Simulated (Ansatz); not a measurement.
Input file:

```
crystal:
  periodic: [false, false, false]
  atoms:
    - { symbol: F, position_ang: [-1.13368, 1.77685, -1.67034] }
    - { symbol: Si, position_ang: [0.40984, 1.2603, -1.62275] }
    - { symbol: Si, position_ang: [0.82735, 0.61087, 0.46551] }
    - { symbol: Si, position_ang: [-0.51688, -1.13027, 1.17639] }
    - { symbol: H, position_ang: [0.80612, 1.97153, -2.84731] }
    - { symbol: H, position_ang: [2.20969, 0.04971, 0.32973] }
    - { symbol: H, position_ang: [-0.32349, -2.47202, 0.61143] }
    - { symbol: H, position_ang: [-1.91749, -0.77872, 0.92899] }
    - { symbol: H, position_ang: [-0.36145, -1.28825, 2.62834] }
magnetization:
  spin_polarized: true
basis:
  gaussian: { orbitals: def2-SVP }
hamiltonian:
  xc: pbe
  dispersion: d4
relax:
  f_tol: 0.02
  max_steps: 50
output:
  orbitals: {}
```

Launched as:

```sh
ansatz run input.yaml --threads 2 --pin off --max-ram 3072MiB --backend cpu --events-out ev --progress --plain --runs-dir out
```

The fields are those of the relaxed geometry.

The calculation used Ansatz, UKS PBE-D4/def2-SVP.

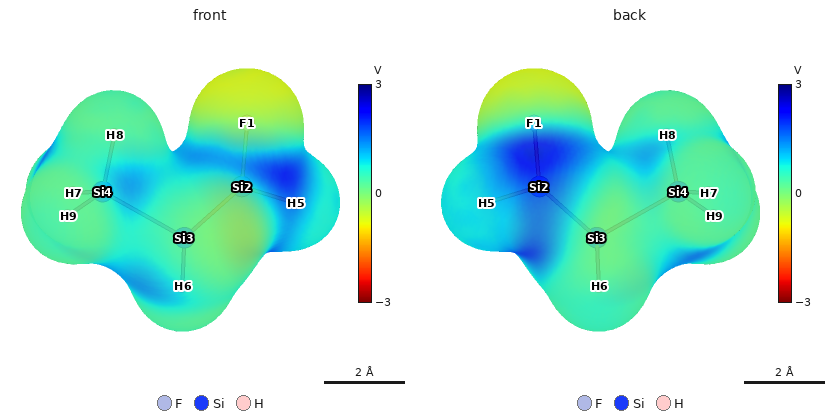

FH5Si3. The molecular electrostatic potential painted on the density surface at 0.004 e/bohr³, seen from the front and from behind; red is negative and blue positive.

**Where is the surface potential most negative and most positive?**

The most negative region (about −0.7 V) lies over F1, the most positive (about +2.4 V) over Si2.
